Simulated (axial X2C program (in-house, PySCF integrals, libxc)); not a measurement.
# CoB: relativistic diatomic calculation

CoB, single determinant with Ω = 3. Computed at this level: HF, two-component X2C with atomic mean-field Coulomb and Gaunt terms, Co dyall-v3z, B dyall-v3z (cores contracted) (axial X2C program (in-house, PySCF integrals, libxc)).

### What the run reported

- outcome: converged
- hardware: 1 thread of Arm Neoverse N1, 98 GiB of memory available, shared host
- wall time: 13 s
- peak memory: 0.26 GiB

### What is odd here

One thing in this input was made odd on purpose: coarse grid (nrad = 45.0) (nth = 14.0). The program ran to the end. Its numbers are those of the input as typed; this run alone doesn't show how far the oddity moves them. Hartree–Fock lacks correlation, so it usually binds too weakly.

### The input
```
{"zs": [27, 5], "q": 0, "bas": ["dyall-v3z", "dyall-v3z"], "levels": ["PBE0", "HF", "TPSS", "BP86"], "cc": false, "r0": 1.96, "npts": 10, "nst": 2, "ntry": 6, "opt": {"nrad": 45, "nth": 14}}
```

The line is the task of a batch: nuclear charges, charge, bases, the levels to run, a first guess of the distance and further settings. This report covers HF with spin-orbit coupling. The log is that of the reference distance 1.672 Å.

The run was one of a batch that the task file lists, launched with:
```bash
python <driver script> task.json out
```

### Log
```
two-component X2C + atomic mean field  HF
basis functions 150  fitting functions 874  grid points 1064
iter        total energy     max residual
   1      -1415.906153291     2.28e-01
   2      -1415.939411949     4.46e-02
   3      -1415.952224103     1.95e-01
   4      -1415.984622867     1.45e-01
   5      -1416.006928977     2.47e-02
   6      -1416.013426571     6.96e-02
   7      -1416.020991978     1.32e-02
   8      -1416.026849631     3.18e-02
   9      -1416.028981576     2.43e-02
  10      -1416.030233136     3.22e-03
  11      -1416.030340197     3.71e-03
  12      -1416.030381143     1.19e-03
  13      -1416.030399679     5.79e-04
  14      -1416.030412176     8.59e-04
  15      -1416.030417267     4.69e-04
  16      -1416.030418329     9.49e-05
  17      -1416.030418561     6.00e-05
  18      -1416.030418710     8.09e-05
  19      -1416.030418881     7.15e-05
  20      -1416.030419045     7.23e-05
  21      -1416.030419143     3.90e-05
  22      -1416.030419173     2.20e-05
  23      -1416.030419178     6.17e-06
  24      -1416.030419179     2.84e-06
converged
one-electron -2043.55413076  Coulomb 647.70776122  exact exchange -62.51426099  xc functional 0.00000000  nuclear repulsion 42.72662887  atomic mean-field constant -0.39641752
```

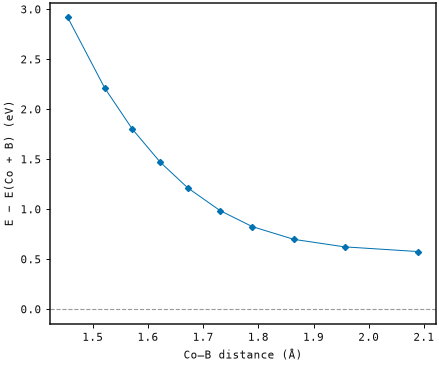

**Figure 1.** Energy at 10 bond lengths, for one set of occupations held fixed; the line joins the points. The lowest point is at 2.09 Å, the end of the range, so no minimum is bracketed. The whole curve lies above Co + B, so the molecule isn't bound against them at this level.
